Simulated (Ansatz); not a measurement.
CHBrSn (SMILES Br[CH]=[Sn])

The calculation's input:

```
crystal:
  periodic: [false, false, false]
  atoms:
    - {symbol: C, position_ang: [-0.432341, 0.172295, 0.052798]}
    - {symbol: Br, position_ang: [1.471192, 0.241909, -0.032005]}
    - {symbol: Sn, position_ang: [-1.218551, -1.645615, -0.322923]}
    - {symbol: H, position_ang: [-0.864850, 1.148810, 0.299890]}
basis:
  gaussian:
    orbitals: def2-TZVPD
magnetization:
  spin_polarized: false
hamiltonian:
  xc: pbe0
output: {forces: true, orbitals: {seedname: orbitals}}
```

Command:

```sh
ansatz run input.yaml --threads 1 --pin off --max-ram 2610MiB --events-out events.jsonl --progress --plain --runs-dir runs
```

Geometry: PBE0-D3(BJ)/def2-SVP; core potentials replace the inner electrons of Sn.

Computed with isolated molecule in a Gaussian basis; Kohn-Sham density functional theory, functional PBE0 (Ansatz 0.2.0).

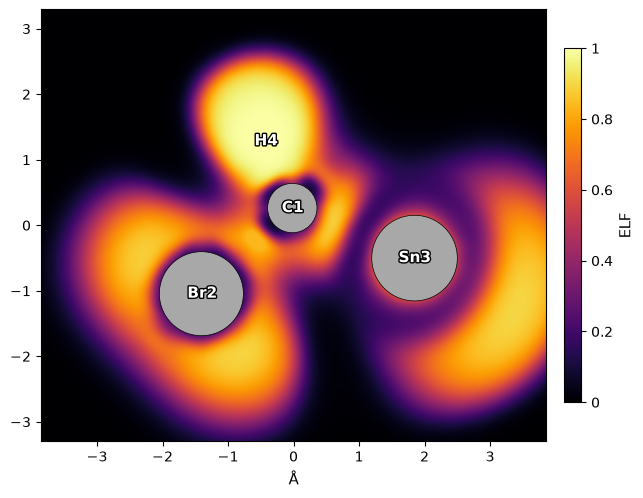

Figure 1. ELF on the molecular plane. Grey discs cover the atomic cores.

Read the bonding off the picture.

The section cuts through C, Br, Sn and H sites. C–Br (1.91 Å): the ELF peaks at about 0.85 between the atoms (localised, covalent bonding). C–Sn (2.02 Å): the ELF peaks at about 0.90 in the valence shell of C, 0.7 Å from its nucleus, and drops to about 0.20 between the two atoms. C–H (1.10 Å): the ELF climbs to about 1 towards the hydrogen, as it does in any bond to H; a covalent bond by its length. The ELF also peaks beside Br2, away from the bonds: lone-pair regions.

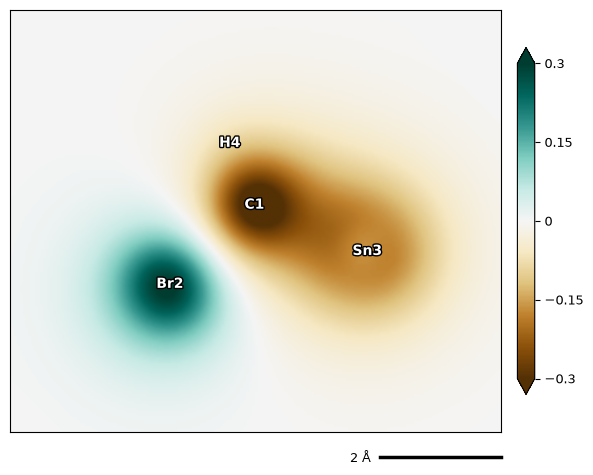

Figure 2. The HOMO on a plane 0.8 Å above the molecular plane (values in Å⁻³ᐟ²; the overall sign is arbitrary).

Describe this orbital and give its energy.

It lies mainly on Sn3 (about 40 %), C1 (about 35 %) and Br2 (about 25 %); it changes sign across the molecular plane (π type); π-bonding across C1–Sn3; π-antibonding (a node) across C1–Br2. Its energy is −5.60 eV.

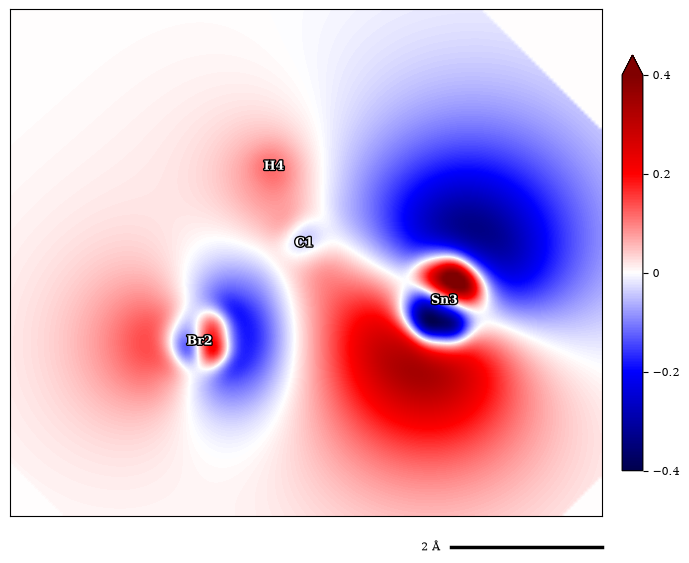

Figure 3. One frontier orbital on the molecular plane (values in Å⁻³ᐟ²; the overall sign is arbitrary).

Which orbital is it: HOMO or LUMO?

The LUMO, at −2.97 eV. It lies mainly on Sn3 (about 85 %) and Br2 (about 5 %); it is symmetric in the molecular plane (an in-plane orbital: σ, lone-pair or in-plane π type).
